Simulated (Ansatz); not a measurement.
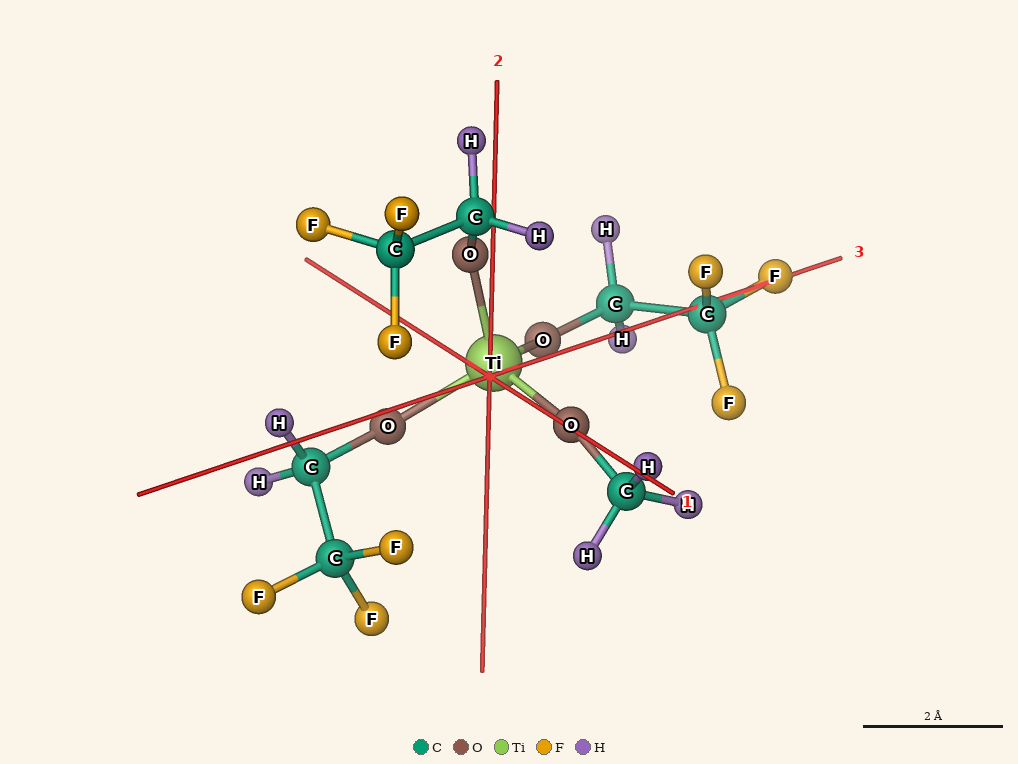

The three principal axes of inertia are drawn and numbered. Distant atoms are faded towards the background colour. The species is neutral and a spin singlet. Computed geometry: PBE0-D4/def2-TZVP optimisation. No frequency run is at hand to confirm it as a minimum. Masses are those of the most abundant isotopes; constants are for the rigid equilibrium geometry.

Which line is the a axis (least moment of inertia), which b and which c?

Answer. a is line 3, b is line 2, c is line 1; the moments are 1581, 2825, 3726 u Å².

What kind of rotor is it, and what are its rotational constants in GHz?

Answer. An asymmetric top (C1): A = 0.320, B = 0.179, C = 0.136 GHz. Ray's parameter κ is −0.53, nearer the prolate limit.
